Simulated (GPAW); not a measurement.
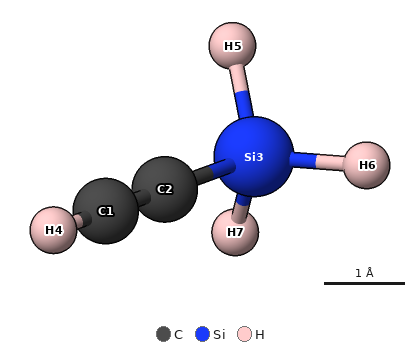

Fig. 1: The structure as given in the input (ball-and-stick view, seen at a tilt; atoms are numbered from 1 in the order of the input). Bond lengths as drawn: C–C 1.21 Å, C–H 1.07 Å, C–Si 1.82 Å and H–Si 1.48 Å.

**C$_{2}$H$_{4}$Si: molecular dynamics (part 1 of 2)**

- system: C$_{2}$H$_{4}$Si
- method: PBE/dz(dzp), dispersion D4, scalar-relativistic datasets (GPAW 26.7.0)

The geometry comes from this level: PBE0-D4/def2-TZVP.

Output:
```
DeprecationWarning: Use thermalize_momenta
Time[ps]      Etot[eV]     Epot[eV]     Ekin[eV]    T[K]
0.0000         -32.2455     -32.4188       0.1734   191.6
0.0003         -32.2455     -32.4254       0.1799   198.8
0.0005         -32.2455     -32.4315       0.1860   205.5
0.0007         -32.2455     -32.4368       0.1913   211.4
0.0010         -32.2455     -32.4412       0.1957   216.3
0.0013         -32.2455     -32.4444       0.1988   219.8
0.0015         -32.2456     -32.4462       0.2006   221.7
0.0018         -32.2456     -32.4463       0.2008   221.9
0.0020         -32.2456     -32.4448       0.1993   220.2
0.0022         -32.2456     -32.4416       0.1961   216.7
0.0025         -32.2456     -32.4367       0.1911   211.2
0.0028         -32.2455     -32.4301       0.1845   204.0
0.0030         -32.2455     -32.4221       0.1766   195.2
0.0032         -32.2455     -32.4131       0.1676   185.2
0.0035         -32.2455     -32.4033       0.1578   174.4
0.0037         -32.2455     -32.3929       0.1474   162.9
0.0040         -32.2455     -32.3822       0.1368   151.2
0.0043         -32.2454     -32.3716       0.1261   139.4
0.0045         -32.2454     -32.3611       0.1156   127.8
0.0047         -32.2454     -32.3511       0.1056   116.8
0.0050         -32.2454     -32.3418       0.0964   106.5
0.0052         -32.2454     -32.3335       0.0881    97.3
0.0055         -32.2454     -32.3262       0.0808    89.4
0.0057         -32.2454     -32.3203       0.0749    82.8
0.0060         -32.2454     -32.3158       0.0704    77.8
0.0063         -32.2454     -32.3127       0.0674    74.4
0.0065         -32.2454     -32.3112       0.0659    72.8
0.0067         -32.2454     -32.3113       0.0660    72.9
0.0070         -32.2454     -32.3129       0.0676    74.7
0.0072         -32.2454     -32.3160       0.0706    78.0
0.0075         -32.2454     -32.3203       0.0749    82.8
0.0077         -32.2454     -32.3258       0.0804    88.8
0.0080         -32.2454     -32.3321       0.0867    95.8
0.0082         -32.2455     -32.3391       0.0936   103.5
0.0085         -32.2455     -32.3463       0.1008   111.4
0.0087         -32.2455     -32.3534       0.1079   119.3
0.0090         -32.2455     -32.3602       0.1147   126.7
0.0092         -32.2455     -32.3663       0.1208   133.5
0.0095         -32.2455     -32.3718       0.1263   139.6
0.0097         -32.2455     -32.3764       0.1309   144.7
0.0100         -32.2455     -32.3802       0.1347   148.8
0.0102         -32.2455     -32.3831       0.1376   152.0
0.0105         -32.2455     -32.3850       0.1395   154.2
0.0107         -32.2455     -32.3860       0.1404   155.2
0.0110         -32.2455     -32.3859       0.1404   155.1
0.0112         -32.2455     -32.3849       0.1393   154.0
0.0115         -32.2455     -32.3830       0.1375   152.0
0.0118         -32.2455     -32.3805       0.1349   149.1
0.0120         -32.2455     -32.3773       0.1318   145.7
0.0122         -32.2455     -32.3739       0.1283   141.8
0.0125         -32.2455     -32.3702       0.1247   137.9
```

Trajectory as extended XYZ (Å, eV, eV/Å), 51 frames, from step=0 to step=50:
```
7
Properties=species:S:1:pos:R:3:forces:R:3 step=0 time_fs=0.0 energy=-32.41882 temperature=191.6
C     5.3203    6.0121    6.5972   -0.5907  -1.8971   0.1614
C     5.6825    7.1570    6.4874    0.7609   2.3415  -0.2210
Si    6.2308    8.8878    6.3212   -0.0990  -0.3085   0.0278
H     5.0000    5.0000    6.6943   -0.2540  -0.8403   0.0803
H     5.8065    9.4118    5.0000   -0.0930   0.2771  -0.4937
H     5.6193    9.7016    7.3999   -0.2175   0.3523   0.3617
H     7.7089    8.9464    6.4294    0.5878   0.0557   0.0514
7
Properties=species:S:1:pos:R:3:forces:R:3 step=1 time_fs=0.2 energy=-32.42539 temperature=198.8
C     5.3196    6.0115    6.5970   -0.5343  -1.7155   0.1414
C     5.6835    7.1578    6.4877    0.6924   2.1233  -0.1954
Si    6.2307    8.8882    6.3212    0.0044  -0.3055   0.1231
H     4.9995    4.9990    6.6931   -0.2557  -0.8323   0.0823
H     5.8045    9.4052    5.0017   -0.1108   0.3016  -0.5521
H     5.6127    9.7005    7.4015   -0.1494   0.3329   0.3219
H     7.7156    8.9414    6.4269    0.4847   0.0633   0.0461
7
Properties=species:S:1:pos:R:3:forces:R:3 step=2 time_fs=0.5 energy=-32.43148 temperature=205.5
C     5.3189    6.0109    6.5969   -0.4770  -1.5321   0.1209
C     5.6846    7.1588    6.4879    0.6167   1.8835  -0.1675
Si    6.2307    8.8886    6.3211    0.1066  -0.2953   0.2154
H     4.9989    4.9975    6.6920   -0.2528  -0.8069   0.0829
H     5.8024    9.3988    5.0032   -0.1264   0.3235  -0.6020
H     5.6061    9.6995    7.4032   -0.0827   0.3135   0.2827
H     7.7225    8.9364    6.4244    0.3778   0.0733   0.0391
7
Properties=species:S:1:pos:R:3:forces:R:3 step=3 time_fs=0.8 energy=-32.43683 temperature=211.4
C     5.3182    6.0101    6.5968   -0.4198  -1.3502   0.1001
C     5.6857    7.1598    6.4882    0.5347   1.6258  -0.1380
Si    6.2306    8.8889    6.3211    0.2063  -0.2785   0.3030
H     4.9981    4.9955    6.6910   -0.2449  -0.7637   0.0830
H     5.8003    9.3926    5.0042   -0.1412   0.3407  -0.6444
H     5.5994    9.6987    7.4051   -0.0239   0.2882   0.2434
H     7.7297    8.9314    6.4219    0.2732   0.0927   0.0352
7
Properties=species:S:1:pos:R:3:forces:R:3 step=4 time_fs=1.0 energy=-32.44121 temperature=216.3
C     5.3174    6.0093    6.5966   -0.3633  -1.1717   0.0795
C     5.6868    7.1609    6.4884    0.4472   1.3529  -0.1071
Si    6.2306    8.8893    6.3211    0.3024  -0.2555   0.3846
H     4.9971    4.9931    6.6900   -0.2316  -0.7036   0.0824
H     5.7981    9.3866    5.0049   -0.1541   0.3622  -0.6801
H     5.5926    9.6982    7.4072    0.0255   0.2588   0.2027
H     7.7370    8.9265    6.4194    0.1628   0.1134   0.0291
7
Properties=species:S:1:pos:R:3:forces:R:3 step=5 time_fs=1.2 energy=-32.44437 temperature=219.8
C     5.3166    6.0085    6.5965   -0.3078  -0.9982   0.0594
C     5.6880    7.1621    6.4887    0.3554   1.0678  -0.0754
Si    6.2305    8.8897    6.3211    0.3935  -0.2268   0.4588
H     4.9960    4.9902    6.6890   -0.2129  -0.6288   0.0804
H     5.7958    9.3809    5.0052   -0.1644   0.3824  -0.7085
H     5.5859    9.6977    7.4094    0.0635   0.2292   0.1617
H     7.7444    8.9216    6.4170    0.0481   0.1331   0.0226
7
Properties=species:S:1:pos:R:3:forces:R:3 step=6 time_fs=1.5 energy=-32.44615 temperature=221.7
C     5.3158    6.0075    6.5964   -0.2535  -0.8305   0.0401
C     5.6891    7.1633    6.4889    0.2608   0.7738  -0.0436
Si    6.2305    8.8900    6.3211    0.4784  -0.1931   0.5242
H     4.9948    4.9870    6.6881   -0.1900  -0.5426   0.0767
H     5.7933    9.3753    5.0050   -0.1732   0.3967  -0.7273
H     5.5793    9.6974    7.4117    0.0935   0.2028   0.1194
H     7.7519    8.9169    6.4146   -0.0748   0.1556   0.0081
7
Properties=species:S:1:pos:R:3:forces:R:3 step=7 time_fs=1.8 energy=-32.44635 temperature=221.9
C     5.3150    6.0066    6.5962   -0.2007  -0.6695   0.0221
C     5.6903    7.1646    6.4891    0.1649   0.4757  -0.0117
Si    6.2304    8.8904    6.3211    0.5562  -0.1549   0.5801
H     4.9935    4.9834    6.6873   -0.1644  -0.4506   0.0705
H     5.7908    9.3700    5.0044   -0.1798   0.4123  -0.7380
H     5.5727    9.6973    7.4140    0.1219   0.1743   0.0736
H     7.7593    8.9122    6.4122   -0.2065   0.1754  -0.0028
7
Properties=species:S:1:pos:R:3:forces:R:3 step=8 time_fs=2.0 energy=-32.44485 temperature=220.2
C     5.3142    6.0056    6.5961   -0.1492  -0.5152   0.0057
C     5.6915    7.1659    6.4894    0.0688   0.1774   0.0198
Si    6.2304    8.8907    6.3211    0.6259  -0.1129   0.6255
H     4.9921    4.9796    6.6864   -0.1362  -0.3530   0.0628
H     5.7882    9.3649    5.0034   -0.1847   0.4281  -0.7415
H     5.5661    9.6972    7.4164    0.1448   0.1406   0.0261
H     7.7666    8.9077    6.4097   -0.3363   0.1924  -0.0086
7
Properties=species:S:1:pos:R:3:forces:R:3 step=9 time_fs=2.2 energy=-32.44161 temperature=216.7
C     5.3134    6.0046    6.5960   -0.0984  -0.3673  -0.0089
C     5.6927    7.1672    6.4896   -0.0267  -0.1182   0.0502
Si    6.2304    8.8911    6.3211    0.6867  -0.0677   0.6599
H     4.9906    4.9755    6.6857   -0.1062  -0.2492   0.0541
H     5.7855    9.3601    5.0019   -0.1866   0.4380  -0.7358
H     5.5597    9.6972    7.4188    0.1679   0.1083  -0.0209
H     7.7737    8.9032    6.4073   -0.4677   0.2103  -0.0138
7
Properties=species:S:1:pos:R:3:forces:R:3 step=10 time_fs=2.5 energy=-32.43665 temperature=211.2
C     5.3126    6.0035    6.5958   -0.0477  -0.2245  -0.0217
C     5.6939    7.1685    6.4898   -0.1211  -0.4090   0.0792
Si    6.2304    8.8914    6.3212    0.7380  -0.0199   0.6829
H     4.9890    4.9713    6.6849   -0.0755  -0.1411   0.0462
H     5.7826    9.3556    5.0000   -0.1850   0.4454  -0.7198
H     5.5533    9.6973    7.4212    0.1908   0.0807  -0.0676
H     7.7805    8.8989    6.4049   -0.5956   0.2328  -0.0125
7
Properties=species:S:1:pos:R:3:forces:R:3 step=11 time_fs=2.8 energy=-32.43008 temperature=204.0
C     5.3117    6.0025    6.5957    0.0029  -0.0871  -0.0333
C     5.6951    7.1698    6.4901   -0.2139  -0.6934   0.1070
Si    6.2305    8.8918    6.3212    0.7794   0.0297   0.6946
H     4.9874    4.9670    6.6842   -0.0450  -0.0318   0.0383
H     5.7796    9.3513    4.9976   -0.1807   0.4488  -0.6925
H     5.5471    9.6974    7.4236    0.2122   0.0546  -0.1131
H     7.7869    8.8947    6.4024   -0.7074   0.2548  -0.0087
7
Properties=species:S:1:pos:R:3:forces:R:3 step=12 time_fs=3.0 energy=-32.42214 temperature=195.2
C     5.3109    6.0015    6.5956    0.0535   0.0453  -0.0439
C     5.6963    7.1710    6.4903   -0.3046  -0.9694   0.1341
Si    6.2305    8.8921    6.3213    0.8107   0.0803   0.6950
H     4.9857    4.9627    6.6835   -0.0151   0.0753   0.0297
H     5.7766    9.3473    4.9948   -0.1728   0.4491  -0.6541
H     5.5410    9.6976    7.4259    0.2374   0.0259  -0.1556
H     7.7930    8.8907    6.4000   -0.8013   0.2756  -0.0064
7
Properties=species:S:1:pos:R:3:forces:R:3 step=13 time_fs=3.2 energy=-32.41310 temperature=185.2
C     5.3101    6.0004    6.5955    0.1040   0.1732  -0.0536
C     5.6974    7.1722    6.4906   -0.3925  -1.2355   0.1601
Si    6.2306    8.8925    6.3214    0.8321   0.1312   0.6847
H     4.9841    4.9585    6.6828    0.0140   0.1813   0.0204
H     5.7734    9.3435    4.9917   -0.1610   0.4472  -0.6078
H     5.5350    9.6977    7.4281    0.2627  -0.0019  -0.1940
H     7.7985    8.8868    6.3975   -0.8745   0.2929  -0.0031
7
Properties=species:S:1:pos:R:3:forces:R:3 step=14 time_fs=3.5 energy=-32.40326 temperature=174.4
C     5.3093    5.9994    6.5953    0.1537   0.2962  -0.0627
C     5.6986    7.1733    6.4908   -0.4774  -1.4897   0.1846
Si    6.2306    8.8928    6.3215    0.8437   0.1817   0.6642
H     4.9824    4.9543    6.6821    0.0414   0.2857   0.0115
H     5.7701    9.3401    4.9882   -0.1485   0.4390  -0.5592
H     5.5292    9.6979    7.4302    0.2929  -0.0244  -0.2291
H     7.8035    8.8831    6.3951   -0.9285   0.3058   0.0032
7
Properties=species:S:1:pos:R:3:forces:R:3 step=15 time_fs=3.8 energy=-32.39289 temperature=162.9
C     5.3085    5.9983    6.5952    0.2024   0.4143  -0.0710
C     5.6997    7.1744    6.4911   -0.5588  -1.7303   0.2079
Si    6.2307    8.8932    6.3216    0.8461   0.2310   0.6343
H     4.9808    4.9504    6.6815    0.0671   0.3872   0.0042
H     5.7668    9.3368    4.9843   -0.1335   0.4251  -0.5077
H     5.5236    9.6981    7.4321    0.3300  -0.0446  -0.2614
H     7.8080    8.8796    6.3926   -0.9681   0.3165   0.0091
7
Properties=species:S:1:pos:R:3:forces:R:3 step=16 time_fs=4.0 energy=-32.38225 temperature=151.2
C     5.3077    5.9973    6.5950    0.2503   0.5282  -0.0784
C     5.7008    7.1754    6.4914   -0.6366  -1.9559   0.2299
Si    6.2309    8.8935    6.3218    0.8396   0.2784   0.5956
H     4.9792    4.9466    6.6808    0.0900   0.4796  -0.0018
H     5.7633    9.3339    4.9802   -0.1139   0.4117  -0.4498
H     5.5181    9.6982    7.4339    0.3728  -0.0642  -0.2913
H     7.8119    8.8763    6.3902   -0.9979   0.3260   0.0140
7
Properties=species:S:1:pos:R:3:forces:R:3 step=17 time_fs=4.2 energy=-32.37155 temperature=139.4
C     5.3069    5.9964    6.5949    0.2968   0.6371  -0.0851
C     5.7018    7.1762    6.4917   -0.7104  -2.1657   0.2503
Si    6.2310    8.8939    6.3219    0.8250   0.3232   0.5491
H     4.9777    4.9432    6.6802    0.1100   0.5619  -0.0070
H     5.7598    9.3312    4.9757   -0.0924   0.3979  -0.3895
H     5.5129    9.6983    7.4355    0.4192  -0.0839  -0.3194
H     7.8152    8.8732    6.3878   -1.0214   0.3344   0.0173
7
Properties=species:S:1:pos:R:3:forces:R:3 step=18 time_fs=4.5 energy=-32.36107 temperature=127.8
C     5.3061    5.9954    6.5947    0.3417   0.7414  -0.0911
C     5.7028    7.1770    6.4920   -0.7796  -2.3581   0.2688
Si    6.2311    8.8942    6.3221    0.8028   0.3646   0.4957
H     4.9763    4.9401    6.6795    0.1265   0.6335  -0.0113
H     5.7563    9.3287    4.9711   -0.0691   0.3824  -0.3261
H     5.5079    9.6983    7.4369    0.4686  -0.1017  -0.3474
H     7.8179    8.8703    6.3853   -1.0395   0.3424   0.0207
7
Properties=species:S:1:pos:R:3:forces:R:3 step=19 time_fs=4.8 energy=-32.35106 temperature=116.8
C     5.3053    5.9945    6.5946    0.3849   0.8413  -0.0966
C     5.7038    7.1776    6.4923   -0.8437  -2.5322   0.2853
Si    6.2313    8.8946    6.3222    0.7735   0.4021   0.4362
H     4.9749    4.9373    6.6788    0.1396   0.6935  -0.0148
H     5.7527    9.3265    4.9662   -0.0420   0.3654  -0.2605
H     5.5033    9.6983    7.4382    0.5164  -0.1164  -0.3734
H     7.8199    8.8676    6.3829   -1.0515   0.3498   0.0245
7
Properties=species:S:1:pos:R:3:forces:R:3 step=20 time_fs=5.0 energy=-32.34179 temperature=106.5
C     5.3046    5.9936    6.5944    0.4261   0.9372  -0.1019
C     5.7047    7.1781    6.4926   -0.9017  -2.6870   0.2997
Si    6.2315    8.8950    6.3224    0.7378   0.4349   0.3716
H     4.9736    4.9350    6.6781    0.1498   0.7416  -0.0174
H     5.7491    9.3244    4.9612   -0.0092   0.3486  -0.1927
H     5.4989    9.6982    7.4392    0.5594  -0.1268  -0.3953
H     7.8214    8.8650    6.3805   -1.0586   0.3572   0.0307
7
Properties=species:S:1:pos:R:3:forces:R:3 step=21 time_fs=5.2 energy=-32.33345 temperature=97.3
C     5.3039    5.9928    6.5943    0.4649   1.0285  -0.1068
C     5.7056    7.1785    6.4930   -0.9533  -2.8214   0.3120
Si    6.2317    8.8954    6.3226    0.6960   0.4626   0.3028
H     4.9724    4.9331    6.6774    0.1572   0.7770  -0.0186
H     5.7454    9.3226    4.9561    0.0294   0.3321  -0.1178
H     5.4948    9.6981    7.4399    0.5967  -0.1347  -0.4126
H     7.8222    8.8628    6.3781   -1.0619   0.3645   0.0403
7
Properties=species:S:1:pos:R:3:forces:R:3 step=22 time_fs=5.5 energy=-32.32623 temperature=89.4
C     5.3032    5.9921    6.5941    0.5014   1.1150  -0.1115
C     5.7065    7.1788    6.4933   -0.9981  -2.9348   0.3218
Si    6.2319    8.8958    6.3228    0.6487   0.4848   0.2307
H     4.9713    4.9317    6.6767    0.1613   0.7986  -0.0187
H     5.7418    9.3210    4.9509    0.0718   0.3133  -0.0356
H     5.4912    9.6978    7.4404    0.6274  -0.1409  -0.4264
H     7.8223    8.8607    6.3758   -1.0601   0.3710   0.0511
7
Properties=species:S:1:pos:R:3:forces:R:3 step=23 time_fs=5.8 energy=-32.32029 temperature=82.8
C     5.3025    5.9914    6.5939    0.5354   1.1968  -0.1159
C     5.7073    7.1789    6.4937   -1.0358  -3.0265   0.3292
Si    6.2321    8.8962    6.3230    0.5962   0.5009   0.1562
H     4.9702    4.9308    6.6760    0.1623   0.8067  -0.0177
H     5.7382    9.3196    4.9457    0.1160   0.2925   0.0499
H     5.4878    9.6975    7.4407    0.6507  -0.1449  -0.4367
H     7.8219    8.8588    6.3735   -1.0531   0.3765   0.0618
7
Properties=species:S:1:pos:R:3:forces:R:3 step=24 time_fs=6.0 energy=-32.31576 temperature=77.8
C     5.3019    5.9907    6.5937    0.5669   1.2736  -0.1200
C     5.7080    7.1788    6.4941   -1.0660  -3.0962   0.3340
Si    6.2324    8.8967    6.3232    0.5389   0.5108   0.0801
H     4.9693    4.9303    6.6753    0.1599   0.8017  -0.0156
H     5.7347    9.3183    4.9405    0.1592   0.2727   0.1357
H     5.4849    9.6971    7.4407    0.6682  -0.1466  -0.4435
H     7.8208    8.8572    6.3712   -1.0408   0.3821   0.0725
7
Properties=species:S:1:pos:R:3:forces:R:3 step=25 time_fs=6.2 energy=-32.31273 temperature=74.4
C     5.3013    5.9901    6.5935    0.5961   1.3454  -0.1238
C     5.7087    7.1786    6.4945   -1.0884  -3.1430   0.3363
Si    6.2326    8.8971    6.3234    0.4770   0.5141   0.0032
H     4.9685    4.9303    6.6746    0.1540   0.7835  -0.0127
H     5.7313    9.3172    4.9354    0.2008   0.2504   0.2212
H     5.4824    9.6966    7.4404    0.6810  -0.1459  -0.4474
H     7.8191    8.8558    6.3689   -1.0230   0.3883   0.0834
7
Properties=species:S:1:pos:R:3:forces:R:3 step=26 time_fs=6.5 energy=-32.31124 temperature=72.8
C     5.3007    5.9896    6.5934    0.6227   1.4115  -0.1271
C     5.7093    7.1782    6.4949   -1.1030  -3.1669   0.3363
Si    6.2329    8.8976    6.3236    0.4108   0.5105  -0.0737
H     4.9678    4.9308    6.6738    0.1444   0.7524  -0.0089
H     5.7280    9.3163    4.9304    0.2416   0.2268   0.3045
H     5.4803    9.6960    7.4399    0.6889  -0.1427  -0.4487
H     7.8167    8.8546    6.3667   -0.9998   0.3954   0.0941
```
